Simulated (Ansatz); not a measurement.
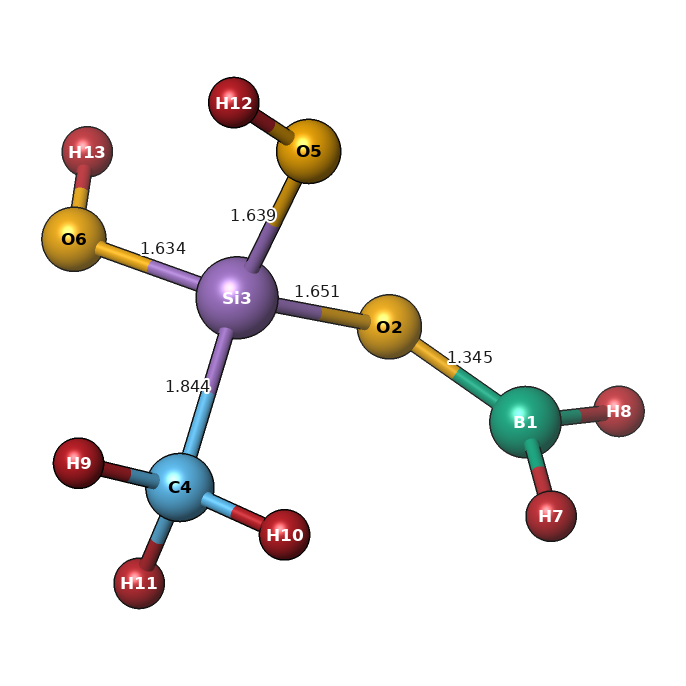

Bond lengths are marked in Å; every bond is drawn as one stick. The geometry was computed by an optimisation with PBE0-D4/def2-TZVP. No frequency run is at hand to confirm it as a minimum.

Which of the marked bonds are single, double, triple or aromatic?

Answer. B1–O2 single; O2–Si3 single; Si3–C4 single; Si3–O5 single; Si3–O6 single.

Give the structure as SMILES.

Answer. BO[Si](C)(O)O
